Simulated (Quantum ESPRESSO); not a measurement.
# Collinear magnetic orders of CoGe with Quantum ESPRESSO

A self-consistent run ends on one state, which hangs on the start. Several orders of CoGe are started in Quantum ESPRESSO and their energies compared.

Program: Quantum ESPRESSO 7.5. Level of theory: LDA; plane waves with GBRV 1.5 LDA potentials, no spin-orbit coupling. Results are calculated unless marked as measured.

**1. The structure**

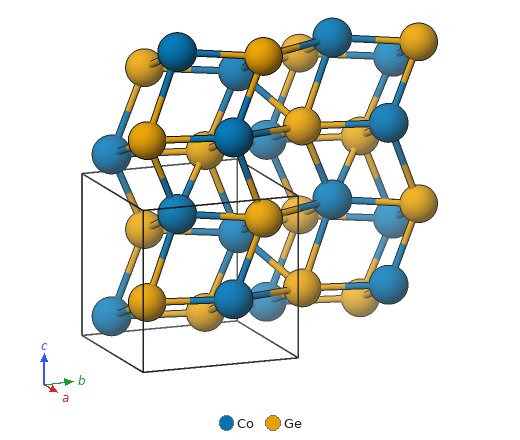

The starting structure, seen slightly off an axis (cobalt blue, germanium orange). 1×2×2 cells are drawn.

The cell comes from Materials Project 2023-11-01, a database of computed structures, and need not be the stable phase.

**2. Run 1 (ferro ++++)**

The signs are those of the starting moments on the seeded atoms, the atoms that are given a moment.

Input file pw.in:

```
&CONTROL
  calculation = 'scf'
  prefix = 'pwscf'
  outdir = './tmp'
  pseudo_dir = './pseudo'
  disk_io = 'nowf'
/
&SYSTEM
  ibrav = 0
  celldm(1) = 8
  nat = 8
  ntyp = 2
  ecutwfc = 40
  ecutrho = 280
  nbnd = 81
  occupations = 'smearing'
  smearing = 'fd'
  degauss = 0.00734986
  nspin = 2
  starting_magnetization(1) = 0.1176
  starting_magnetization(2) = 0
/
&ELECTRONS
  conv_thr = 1.6d-08
  electron_maxstep = 150
  mixing_beta = 0.3
/
ATOMIC_SPECIES
Co     58.9332 co_lda_v1.2.uspp.F.UPF
Ge     72.6300 ge_lda_v1.4.uspp.F.UPF
CELL_PARAMETERS alat
   1.0817441127580    0.0000000000000    0.0000000000000
   0.0000000000000    1.0817441127580    0.0000000000000
   0.0000000000000    0.0000000000000    1.0817441127580
ATOMIC_POSITIONS crystal
Co      0.1368306200    0.1368306200    0.1368306200
Co      0.3631693800    0.8631693800    0.6368306200
Co      0.6368306200    0.3631693800    0.8631693800
Co      0.8631693800    0.6368306200    0.3631693800
Ge      0.8398082100    0.8398082100    0.8398082100
Ge      0.6601917900    0.1601917900    0.3398082100
Ge      0.3398082100    0.6601917900    0.1601917900
Ge      0.1601917900    0.3398082100    0.6601917900
K_POINTS automatic
6 6 6 0 0 0
```

On the command line:

```
$ OMP_NUM_THREADS=1 mpirun -n 4 pw.x -nk 4 -in pw.in > pw.out
```

The log of the run:

```text
Program PWSCF v.7.5 starts

     Message from routine setup:
     using ibrav=0 with symmetry is DISCOURAGED, use correct ibrav instead

     K-points division:     npool     =       4
     Subspace diagonalization in iterative solution of the eigenvalue problem:

     G-vector sticks info
     --------------------
     sticks:   dense  smooth     PW     G-vecs:    dense   smooth      PW
     Sum        1669     949    293                51435    22119    3743

     Using Slab Decomposition

     bravais-lattice index     =            0
     lattice parameter (alat)  =       8.0000  a.u.
     unit-cell volume          =     648.1023 (a.u.)^3
     number of atoms/cell      =            8
     number of atomic types    =            2
     number of electrons       =       124.00
     number of Kohn-Sham states=           81
     kinetic-energy cutoff     =      40.0000  Ry
     charge density cutoff     =     280.0000  Ry
     scf convergence threshold =      1.6E-08
     mixing beta               =       0.3000
     number of iterations used =            8  plain     mixing
     Exchange-correlation=  SLA  PZ   NOGX NOGC
                           (   1   1   0   0   0   0   0)

     celldm(1)=   8.000000  celldm(2)=   0.000000  celldm(3)=   0.000000
     celldm(4)=   0.000000  celldm(5)=   0.000000  celldm(6)=   0.000000

     crystal axes: (cart. coord. in units of alat)
               a(1) = (   1.081744   0.000000   0.000000 )
               a(2) = (   0.000000   1.081744   0.000000 )
               a(3) = (   0.000000   0.000000   1.081744 )

     reciprocal axes: (cart. coord. in units 2 pi/alat)
               b(1) = (  0.924433  0.000000  0.000000 )
               b(2) = (  0.000000  0.924433  0.000000 )
               b(3) = (  0.000000  0.000000  0.924433 )

     PseudoPot. # 1 for Co read from file:
     co_lda_v1.2.uspp.F.UPF
     Pseudo is Ultrasoft + core correction, Zval = 17.0
     Generated by new atomic code, or converted to UPF format
     Using radial grid of  863 points,  6 beta functions with:
                l(1) =   0
                l(2) =   0
                l(3) =   1
                l(4) =   1
                l(5) =   2
                l(6) =   2
     Q(r) pseudized with  8 coefficients,  rinner =    1.200   1.200   1.200
                                                       1.200   1.200

     PseudoPot. # 2 for Ge read from file:
     ge_lda_v1.4.uspp.F.UPF
     Pseudo is Ultrasoft + core correction, Zval = 14.0
     Generated by new atomic code, or converted to UPF format
     Using radial grid of  873 points,  6 beta functions with:
                l(1) =   0
                l(2) =   0
                l(3) =   1
                l(4) =   1
                l(5) =   2
                l(6) =   2
     Q(r) pseudized with  8 coefficients,  rinner =    1.400   1.400   1.400
                                                       1.400   1.400

     atomic species   valence    mass     pseudopotential
     Co               17.00    58.93320     Co( 1.00)
     Ge               14.00    72.63000     Ge( 1.00)

     Starting magnetic structure
     atomic species   magnetization
     Co              0.118
     Ge              0.000

     12 Sym. Ops. (no inversion) found ( 9 have fractional translation)

   Cartesian axes

     site n.     atom                  positions (alat units)
         1        Co     tau(   1) = (   0.1480157   0.1480157   0.1480157  )
         2        Co     tau(   2) = (   0.3928563   0.9337284   0.6888878  )
         3        Co     tau(   3) = (   0.6888878   0.3928563   0.9337284  )
         4        Co     tau(   4) = (   0.9337284   0.6888878   0.3928563  )
         5        Ge     tau(   5) = (   0.9084576   0.9084576   0.9084576  )
         6        Ge     tau(   6) = (   0.7141586   0.1732865   0.3675855  )
         7        Ge     tau(   7) = (   0.3675855   0.7141586   0.1732865  )
         8        Ge     tau(   8) = (   0.1732865   0.3675855   0.7141586  )

     number of k points=    24  Fermi-Dirac smearing, width (Ry)=  0.0073
                       cart. coord. in units 2pi/alat
        k(    1) = (   0.0000000   0.0000000   0.0000000), wk =   0.0046296
        k(    2) = (   0.0000000   0.0000000   0.1540722), wk =   0.0277778
        k(    3) = (   0.0000000   0.0000000   0.3081443), wk =   0.0277778
        k(    4) = (   0.0000000   0.0000000  -0.4622165), wk =   0.0138889
        k(    5) = (   0.0000000   0.1540722   0.1540722), wk =   0.0555556
        [... 19 further k-points ...]

     Dense  grid:    51435 G-vectors     FFT dimensions: (  48,  48,  48)

     Smooth grid:    22119 G-vectors     FFT dimensions: (  36,  36,  36)

     Check: negative core charge=   -0.000026
     Generating pointlists ...
     new r_m :   0.2296 (alat units)  1.8365 (a.u.) for type    1
     new r_m :   0.2296 (alat units)  1.8365 (a.u.) for type    2

     Initial potential from superposition of free atoms

     starting charge     119.9971, renormalised to     124.0000
     Starting wfcs are   88 randomized atomic wfcs

     Self-consistent Calculation

     iteration #  1     ecut=    40.00 Ry     beta= 0.30
     Davidson diagonalization with overlap
     ethr =  1.00E-02,  avg # of iterations =  4.1

     total energy              =   -2042.08538267 Ry
     estimated scf accuracy    <      14.10518946 Ry

     total magnetization       =     4.15 Bohr mag/cell
     absolute magnetization    =     5.03 Bohr mag/cell

     iteration #  2     ecut=    40.00 Ry     beta= 0.30
     Davidson diagonalization with overlap
     ethr =  1.00E-02,  avg # of iterations =  2.1

     total energy              =   -2044.35712537 Ry
     estimated scf accuracy    <      14.14565365 Ry

     total magnetization       =     0.54 Bohr mag/cell
     absolute magnetization    =     1.56 Bohr mag/cell

     iteration #  3     ecut=    40.00 Ry     beta= 0.30
     Davidson diagonalization with overlap
     ethr =  1.00E-02,  avg # of iterations =  1.1

     total energy              =   -2045.76433661 Ry
     estimated scf accuracy    <       0.38876658 Ry

     total magnetization       =     2.46 Bohr mag/cell
     absolute magnetization    =     3.55 Bohr mag/cell

     [... further iterations left out ...]

     iteration # 11     ecut=    40.00 Ry     beta= 0.30
     Davidson diagonalization with overlap
     ethr =  3.63E-08,  avg # of iterations =  2.0

     total energy              =   -2045.89207988 Ry
     estimated scf accuracy    <       0.00000096 Ry

     total magnetization       =     0.00 Bohr mag/cell
     absolute magnetization    =     0.01 Bohr mag/cell

     iteration # 12     ecut=    40.00 Ry     beta= 0.30
     Davidson diagonalization with overlap
     ethr =  7.77E-10,  avg # of iterations =  2.5

     total energy              =   -2045.89208072 Ry
     estimated scf accuracy    <       0.00000036 Ry

     total magnetization       =    -0.00 Bohr mag/cell
     absolute magnetization    =     0.00 Bohr mag/cell

     iteration # 13     ecut=    40.00 Ry     beta= 0.30
     Davidson diagonalization with overlap
     ethr =  2.89E-10,  avg # of iterations =  1.5

     total energy              =   -2045.89208077 Ry
     estimated scf accuracy    <       0.00000007 Ry

     total magnetization       =    -0.00 Bohr mag/cell
     absolute magnetization    =     0.00 Bohr mag/cell

     iteration # 14     ecut=    40.00 Ry     beta= 0.30
     Davidson diagonalization with overlap
     ethr =  5.87E-11,  avg # of iterations =  1.5

     Magnetic moment per site  (integrated on atomic sphere of radius R)
     atom   1 (R=0.230)  charge= 15.4344  magn= -0.0000
     atom   2 (R=0.230)  charge= 15.4344  magn= -0.0000
     atom   3 (R=0.230)  charge= 15.4344  magn= -0.0000
     atom   4 (R=0.230)  charge= 15.4344  magn= -0.0000
     atom   5 (R=0.230)  charge= 11.6697  magn= -0.0000
     atom   6 (R=0.230)  charge= 11.6697  magn= -0.0000
     atom   7 (R=0.230)  charge= 11.6697  magn= -0.0000
     atom   8 (R=0.230)  charge= 11.6697  magn= -0.0000

     End of self-consistent calculation

     [... lines left out ...]
     the Fermi energy is    17.3177 ev

!    total energy              =   -2045.89208079 Ry
     estimated scf accuracy    <          4.0E-09 Ry
     smearing contrib. (-TS)   =      -0.00806979 Ry
     internal energy E=F+TS    =   -2045.88401100 Ry

     The total energy is F=E-TS. E is the sum of the following terms:
     one-electron contribution =   -1033.31523070 Ry
     hartree contribution      =     627.92724498 Ry
     xc contribution           =    -359.07469234 Ry
     ewald contribution        =   -1281.42133294 Ry

     total magnetization       =    -0.00 Bohr mag/cell
     absolute magnetization    =     0.00 Bohr mag/cell

     convergence has been achieved in  14 iterations

=------------------------------------------------------------------------------=
   JOB DONE.
=------------------------------------------------------------------------------=
```

Elapsed: 85 s, on 4 MPI ranks of Arm Neoverse V1, shared host; peak memory 0.64 GiB.

The spin moment in the atom's sphere vanishes on all atoms.

Read from the output:

* smearing term TS: 0.1098 eV
* magnetization: 0 μB
* absolute magnetization: 0 μB
* final state: non-magnetic

(Continued in part 2 of 2.)

[Logs and program files are shortened in this print: banners, set-up blocks, solver, clock and traceback lines can be left out without a mark of their own.]

[Logs are printed without paths, hosts, clocks, repeated set-up lines and the standing remarks that a program may print on its own settings, such as how far it seeks lower states.]

[Hosts, paths, dates, database ids (printed as entryN), source tags and the programs' standing remarks are cut or masked in the printed files.]

[Where a cell is said to come from a database of computed structures, the database is the Materials Project.]
